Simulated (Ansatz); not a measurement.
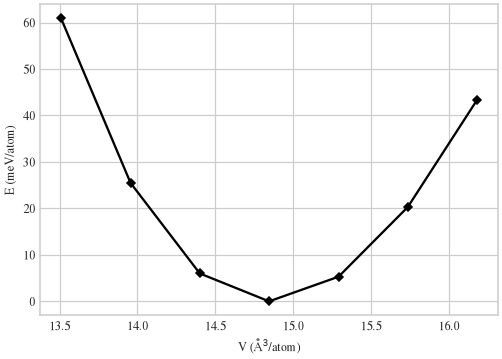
Figure. NbZn₃ (Cu3Au type, Pm-3m) under volume change, r²SCAN in the plane-wave PAW code Ansatz, scaled uniformly.

### Question
What does a third-order Birch–Murnaghan fit give for V₀, B₀ and B′?

### Answer
V₀ = 14.85 Å³/atom, B₀ = 136 GPa, B′ = 4.6.

The workflow started from an entry of the Crystallography Open Database (COD). Its standing as an ambient phase is unchecked. The r²SCAN relaxation kept the symmetry of its start; its stability against distortions is not shown here. The run is not spin-polarised.

Potentials: the later of the program's two PAW sets.
